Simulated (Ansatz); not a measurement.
Base system: AlN in the zinc blende structure (space group F-43m, No. 216; a = 4.370 Å).

One thing is altered: a fraction x = 0.75 of the Al sites is given to Ga, ordered in a cell of 8 atoms (starting symmetry Cm) and fully relaxed.

The values are results of plane-wave PAW DFT at the r2SCAN level (Ansatz, a quantum-chemistry and plane-wave program, 500 eV), no SOC, not measurements.

The zone is the changed cell's own and can be folded.

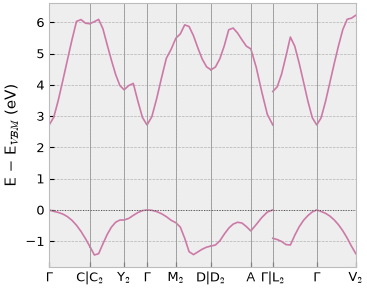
Highest valence and lowest conduction band along the path of the changed cell's own zone

### Question
Read the changed gap and its character from the plot.

### Answer
About 2.7 eV, direct at Γ.

Each cell is one ordered arrangement of few atoms, which overstates ordering effects compared with a random alloy. No phonon test of stability was made. This is not the structure that AlN has at room temperature and ambient pressure. k-point labels follow each cell's own Brillouin zone.
